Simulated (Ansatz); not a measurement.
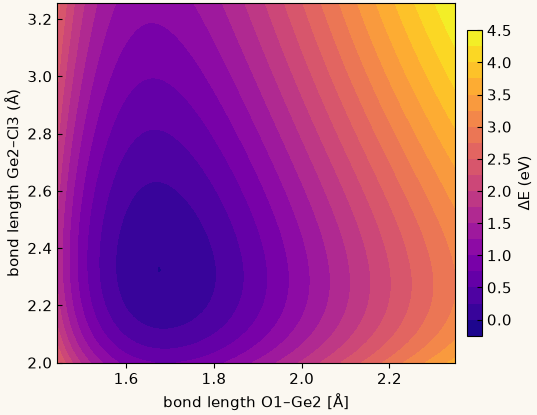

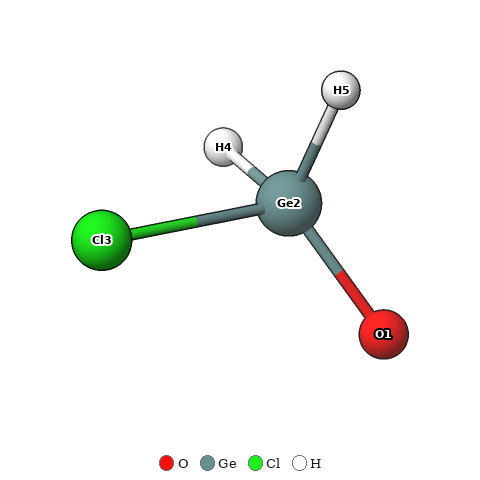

Energy landscape of ClGeH₂O, SMILES [O-][GeH2][Cl], charge −1. First axis: bond length O1–Ge2. Second axis: bond length Ge2–Cl3. Nothing is relaxed (all other coordinates rigid). Grid: 11 × 11 points. Points are written as (first, second). Energies: eV, counted from the relaxed molecule at the same level. Computed with Ansatz 0.2.0, RKS wB97M-V/def2-SVPD.

Drawn: filled contours. Between grid points the surface is interpolated. The second picture is the structure at the lowest point.

Q: Describe this landscape.

A: The lowest grid point is at (1.715 Å, 2.376 Å), 0.037 eV from the relaxed molecule at the same level. It is the only kind of minimum in the scanned range. The highest grid point, (2.349 Å, 3.255 Å), lies 4.45 eV above the lowest. Round the minimum the two coordinates are weakly coupled (coupling 0.07 in units of the two stiffnesses).

Grid values (eV):

```tsv
bond length Ge2–Cl3 ↓, bond length O1–Ge2 →	1.443	1.534	1.624	1.715	1.806	1.896	1.987	2.077	2.168	2.259	2.349
3.255	2.59	1.50	1.11	1.14	1.44	1.88	2.40	2.95	3.49	4.01	4.49
3.130	2.45	1.35	0.96	0.99	1.28	1.71	2.23	2.77	3.30	3.82	4.29
3.004	2.31	1.20	0.79	0.82	1.10	1.53	2.04	2.57	3.10	3.61	4.08
2.879	2.16	1.04	0.63	0.64	0.92	1.34	1.84	2.36	2.89	3.39	3.86
2.753	2.00	0.88	0.45	0.46	0.72	1.14	1.63	2.14	2.66	3.16	3.62
2.628	1.86	0.72	0.29	0.28	0.54	0.94	1.42	1.93	2.45	2.94	3.40
2.502	1.75	0.60	0.15	0.13	0.38	0.77	1.24	1.74	2.25	2.73	3.19
2.376	1.70	0.53	0.07	0.04	0.27	0.65	1.11	1.60	2.10	2.58	3.03
2.251	1.76	0.57	0.09	0.05	0.27	0.63	1.09	1.57	2.06	2.54	2.98
2.125	2.01	0.80	0.31	0.24	0.45	0.80	1.24	1.72	2.21	2.68	3.12
2.000	2.58	1.35	0.83	0.75	0.94	1.28	1.72	2.18	2.66	3.13	3.58
```

The input of one point:

```yaml
crystal:
  periodic: [false, false, false]
  atoms:
    - { symbol: O, position_ang: [-0.617903, 0.043058, 1.683871] }
    - { symbol: Ge, position_ang: [0.059578, -0.065555, 0.112105] }
    - { symbol: Cl, position_ang: [-1.143, 1.124797, -1.555901] }
    - { symbol: H, position_ang: [0.060091, -1.452692, -0.593331] }
    - { symbol: H, position_ang: [1.448589, 0.590839, -0.13606] }
total_charge: -1
basis:
  gaussian: { orbitals: def2-SVPD }
hamiltonian:
  xc: { name: wB97M-V }
output:
  forces: true
```

Time for the 121 points that were run: 33 min on 1 thread of Arm Neoverse V2, with other jobs on the host.
